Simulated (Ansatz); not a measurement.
# GeH5NO2Si: two torsions

How does the energy of GeH₅NO₂Si, SMILES O[SiH]1[NH][GeH]1[OH] change over two coordinates at once? A grid of runs gives the map.

The runs use Ansatz 0.2.0; RKS PBE0-D4/def2-SVP.

## (1) Starting geometry

10 atoms, charge 0, spin multiplicity 1.

Atoms are counted from 1 here; the program's logs count them from 0.

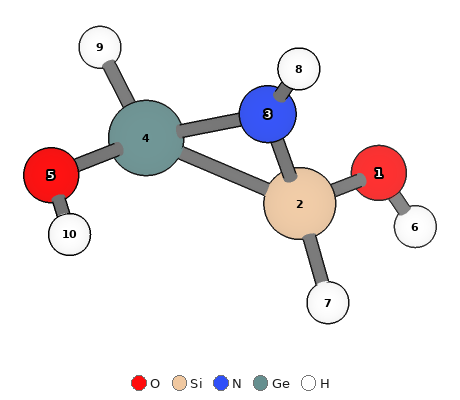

The starting geometry (oxygen red, silicon light orange, nitrogen blue, germanium teal, hydrogen white); atoms are numbered from 1 in the order of the file.

Coordinates:

```mol
GeH5NO2Si
  3D, bonds by distance, orders not assigned

 10 10  0  0  0  0  0  0  0  0999 V2000
   -0.1204    0.3019    2.5126 O   0  0
    0.0598    0.6283    0.8760 Si  0  0
    1.0567   -0.4522   -0.0140 N   0  0
   -0.6307   -0.7648   -0.8608 Ge  0  0
   -0.6559   -0.4255   -2.6377 O   0  0
   -0.3632    1.0715    3.0576 H   0  0
    0.2174    2.1259    0.7379 H   0  0
    2.0228   -0.7939   -0.0248 H   0  0
   -1.0811   -2.2492   -0.8394 H   0  0
   -0.4224    0.5069   -2.8042 H   0  0
  1  2  8  0
  1  6  8  0
  2  3  8  0
  2  4  8  0
  2  7  8  0
  3  4  8  0
  3  8  8  0
  4  5  8  0
  4  9  8  0
  5 10  8  0
M  END
```

This geometry comes from a loose relaxation at PBE in a small basis, which is not shown.

## (3) The grid

First coordinate, dihedral Si2–Ge4–O5–H10: 9 values from −180 to 140 °, periodic. Second coordinate, dihedral H6–O1–Si2–Ge4: 9 values from −180 to 140 °, periodic.

Nothing else is relaxed (all other coordinates rigid). Energies count from the relaxed molecule at the same level. Points are written as (first, second).

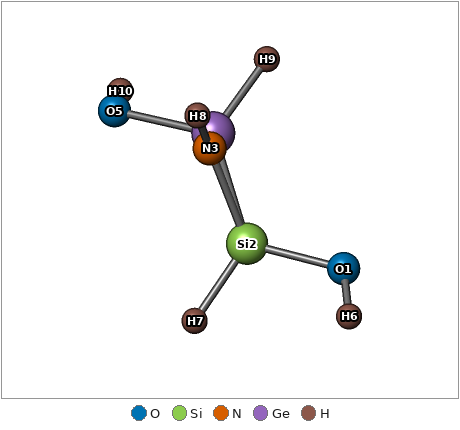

The geometry at (−140°, −180°).

(The set-up runs are not shown.)

## (4) Point (−140°, −180°)

The input, input.yaml:

```yaml
crystal:
  periodic: [false, false, false]
  atoms:
    - { symbol: O, position_ang: [-0.144296, 0.302001, 2.479032] }
    - { symbol: Si, position_ang: [0.058364, 0.621964, 0.861976] }
    - { symbol: "N", position_ang: [1.603748, 0.328446, 0.200105] }
    - { symbol: Ge, position_ang: [0.582515, -0.951008, -0.73663] }
    - { symbol: O, position_ang: [0.582438, -0.753454, -2.510349] }
    - { symbol: H, position_ang: [-0.362228, 1.052653, 3.039687] }
    - { symbol: H, position_ang: [-0.658806, 1.905336, 0.576346] }
    - { symbol: H, position_ang: [2.568706, 0.622503, 0.314186] }
    - { symbol: H, position_ang: [1.056465, -2.402348, -0.57989] }
    - { symbol: H, position_ang: [0.230605, -1.527534, -2.962884] }
basis:
  gaussian: { orbitals: def2-SVP }
hamiltonian:
  xc: pbe0
  dispersion: d4
output:
  forces: true
```

Run with:

```sh
$ ansatz run input.yaml --threads 1 --pin off --max-ram 2560MiB --backend cpu --events-out ev --progress --plain --runs-dir out
```

Further runs follow: the other points that were computed.

Q: Predict the outcome of this session. Wanted: lowest point; highest computed point; dipole moment.

The runs gave:

| quantity | value |
| --- | --- |
| lowest point | (−20°, 20°), −3.4 kJ/mol |
| highest computed point | (−100°, 140°), 26.5 kJ/mol above the lowest |
| dipole moment (D) | 0.89 at (20°, −20°) to 3.36 at (100°, 100°); 1.03 at the lowest point |
| time for the whole task | 9.7 min on 1 thread, shared host |

What this shows: The lowest computed point is at (−20°, 20°), −3.4 kJ/mol from the relaxed molecule at the same level. Higher local minima lie near (−20°, −140°) (4.2 kJ/mol above the lowest at that grid point); (140°, 20°) (8.9 kJ/mol above the lowest at that grid point); (−180°, −140°) (12.7 kJ/mol above the lowest at that grid point). The highest computed point, (−100°, 140°), lies 26.5 kJ/mol above the lowest. On the interpolated surface the easiest way out of the lowest well to the well at (−20°, −140°) passes a barrier of about 11 kJ/mol. Round the minimum the two coordinates are nearly uncoupled.
